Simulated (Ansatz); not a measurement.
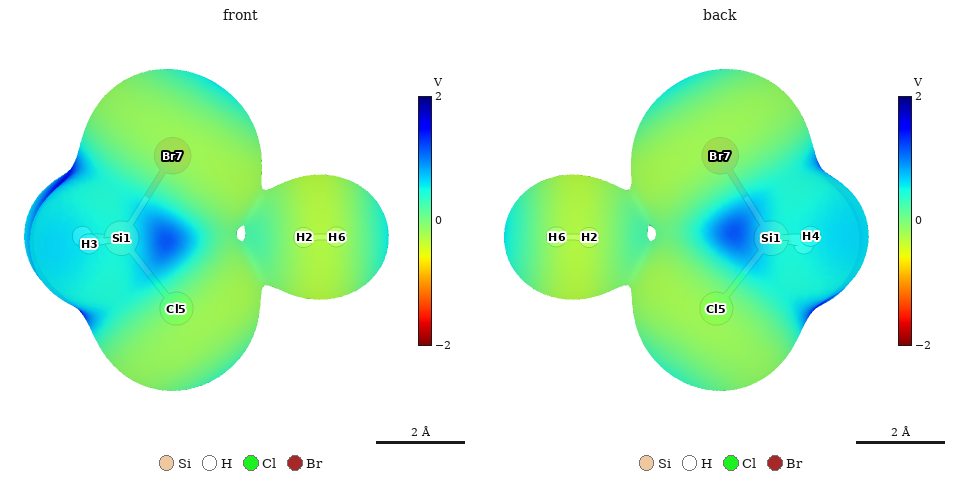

*BrClH$_{2}$Si···H$_{2}$. The molecular electrostatic potential painted on the density surface at 0.002 e/bohr³, seen from the front and from behind; the colour scale runs from red (negative) to blue (positive).*

The product side of a reaction path; geometry: PBE0-D4/def2-TZVP.

Level of theory: Ansatz 0.2.0, RKS PBE0-D4/def2-TZVPP.

```yaml
atoms:
  - { symbol: Si, position_ang: [-0.7784, 0.1586, 1.1587] }
  - { symbol: H, position_ang: [1.4603, -0.3496, -2.3006] }
  - { symbol: H, position_ang: [-0.8184, -0.8256, 2.2575] }
  - { symbol: H, position_ang: [-1.6825, 1.3026, 1.3859] }
  - { symbol: Cl, position_ang: [-1.3364, -0.7754, -0.5687] }
  - { symbol: H, position_ang: [1.8722, -0.4350, -2.9172] }
  - { symbol: Br, position_ang: [1.2833, 0.9243, 0.9845] }
```

Question: Describe the electrostatic potential map.

Answer: The most negative region (about −0.3 V) lies over H2 and H6, the most positive (about +1.6 V) over Si1. Cl5 shows a σ-hole: about +0.3 V at the tip opposite its bond, against about −0.1 V on its flanks. Br7 shows a σ-hole: about +0.6 V at the tip opposite its bond, against about −0.1 V on its flanks.
